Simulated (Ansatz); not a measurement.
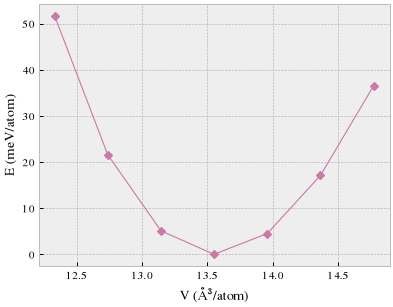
Fig. 1. CdO (rock salt, Fm-3m) under volume change, plane-wave PAW PBE (Ansatz code), scaled uniformly.

Q: What does a third-order Birch–Murnaghan fit give for V₀, B₀ and B′?

A: V₀ = 13.55 Å³/atom, B₀ = 126 GPa, B′ = 4.8.

The PBE relaxation kept the symmetry of its start.

Potentials: the earlier of the program's two PAW sets.
